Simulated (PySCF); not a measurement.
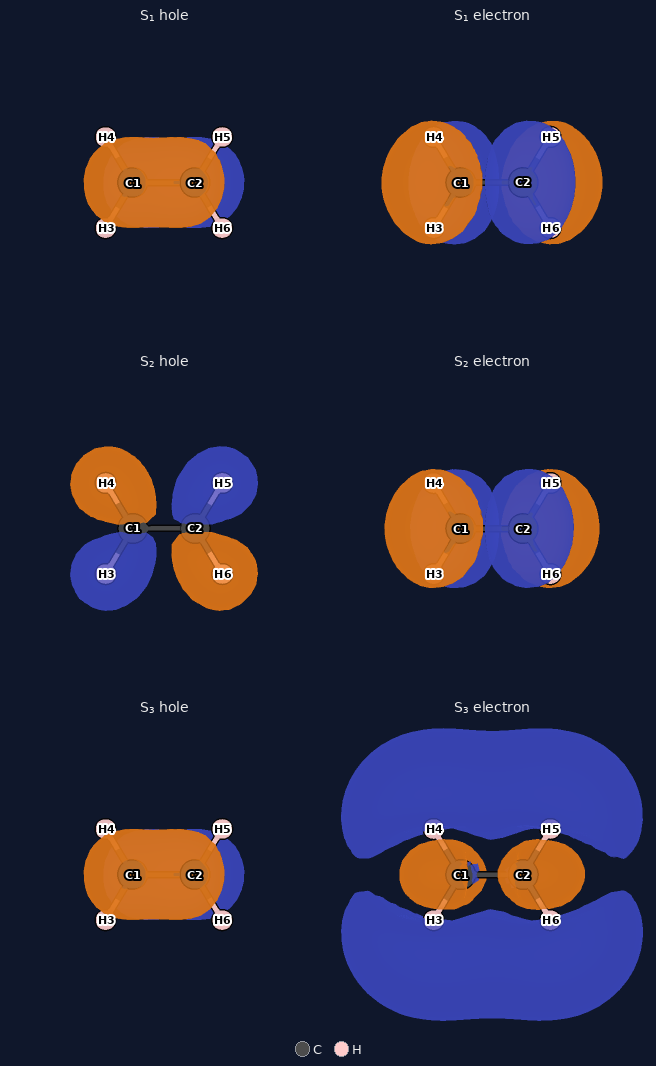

*C2H4, SMILES `C=C`. Leading natural transition orbitals (full linear response singlet states).*

Level of theory: ωB97X/def2-SVP (PySCF), at a geometry from GFN2-xTB. No frequency check shows the geometry to be a minimum. Without diffuse functions Rydberg states are missing, so the states' numbers hold for this basis only.

The calculation's input:

```python
import numpy as np
from pyscf import gto, scf, dft, tdscf
from pyscf.scf import atom_ks, atom_hf
from scipy.linalg import block_diag

def solve(mol, dm0=None, hcore=None):
    mf = (dft.UKS if mol.spin else dft.RKS)(mol, xc='wb97x')
    mf.grids.level = 3
    mf = mf.density_fit(auxbasis='def2-universal-jkfit')
    mf.conv_tol, mf.max_cycle = 1e-8, 80
    if hcore is not None:
        mf.get_hcore = lambda *args: hcore
    mf.kernel(dm0)
    if not mf.converged:
        mf = mf.newton().run(mf.mo_coeff, mf.mo_occ, max_cycle=30)
    assert mf.converged, 'SCF not converged'
    return mf

mol = gto.M(atom='''
C     -0.65817     0.00000     0.00000
C      0.65817     0.00000     0.00000
H     -1.22935    -0.91399     0.00000
H     -1.22935     0.91401     0.00000
H      1.22935     0.91401     0.00000
H      1.22935    -0.91399     0.00000
''', basis='def2-svp', charge=0, spin=0, verbose=4)
mf = solve(mol)
td = mf.TDDFT()
td.nstates, td.singlet, td.conv_tol = 5, True, 1e-5
td.kernel()
td.analyze()
x, y = np.array([p[0] for p in td.xy]), np.array([p[1] + 0 * p[0] for p in td.xy])
f, mu = td.oscillator_strength(), td.transition_dipole()
nto = [td.get_nto(state=i + 1, verbose=4) for i in range(len(td.e))]
# spherically averaged free atoms, for the promolecule
atm = atom_ks.get_atm_nrks(mol, xc='wb97x')
pro = block_diag(*[(atm[a[0]][2] * atm[a[0]][3]) @ atm[a[0]][2].T for a in mol._atom])
np.savez('result.npz', e=td.e, f=f, ok=td.converged, w=[n[0] for n in nto], nto=[n[1] for n in nto], x=x, y=y, c=mf.mo_coeff, occ=mf.mo_occ, eps=mf.mo_energy, pro=pro, mu=mu)
```

Run with:

```sh
OMP_NUM_THREADS=1 python input.py
```

The run took 10 s on 1 thread of AMD EPYC 9R45 96-Core Processor (Zen 5), on a shared host, peak memory 0.34 GiB.

Give the energy and character of each state.

By state:
- S₁: 8.29 eV (149 nm), f = 0.410 (bright), π → π*; the leading pair carries 96 %; hole on C1 and C2 (43 % each), electron on C1 and C2 (38 % each) and H3, H4, H5 and H6 (6 % each); their centroids lie 0.0 Å apart.
- S₂: 8.44 eV (147 nm), f = 0.000 (dark), σ → π*; the leading pair carries 99 %; hole on C1 and C2 (25 % each) and H3, H4, H5 and H6 (12 % each), electron on C1 and C2 (39 % each) and H3, H4, H5 and H6 (5 % each); their centroids lie 0.0 Å apart.
- S₃: 9.43 eV (131 nm), f = 0.008, partly diffuse acceptor orbital, which a basis without diffuse functions describes poorly; the leading pair carries 100 %; hole on C1 and C2 (43 % each), electron on C1 and C2 (17 % each) and H3, H4, H5 and H6 (17 % each) (atom shares of so diffuse an orbital are rough); their centroids lie 0.0 Å apart.
